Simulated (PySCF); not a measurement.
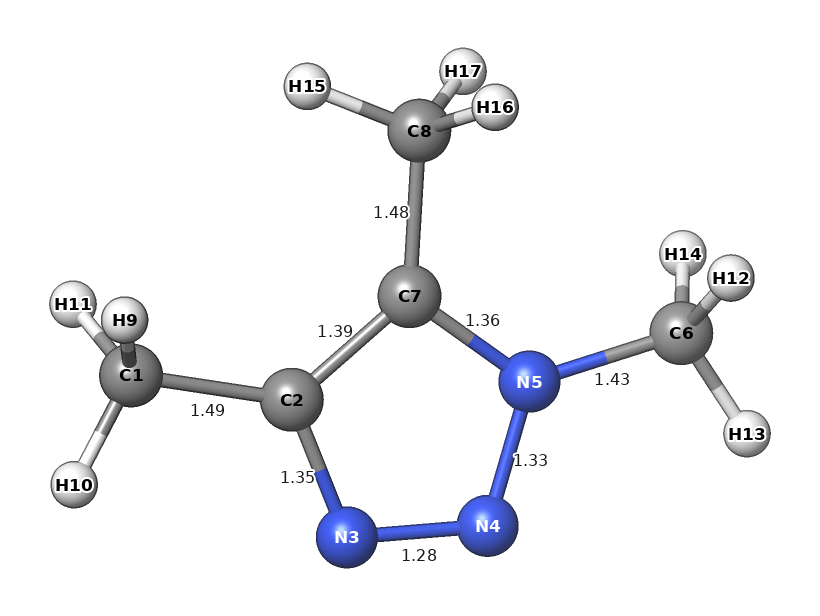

The numbers beside the sticks are distances in Å. Sticks don't show bond order. The computed structure is the end point of a GFN2-xTB optimisation. No frequency run is at hand to confirm it as a minimum.

Assign a bond order to each marked bond.

C1–C2 single; C2–N3 aromatic; C2–C7 aromatic; N3–N4 aromatic; N4–N5 aromatic; N5–C6 single; N5–C7 aromatic; C7–C8 single.

Write the SMILES.

Cc1nnn(C)c1C
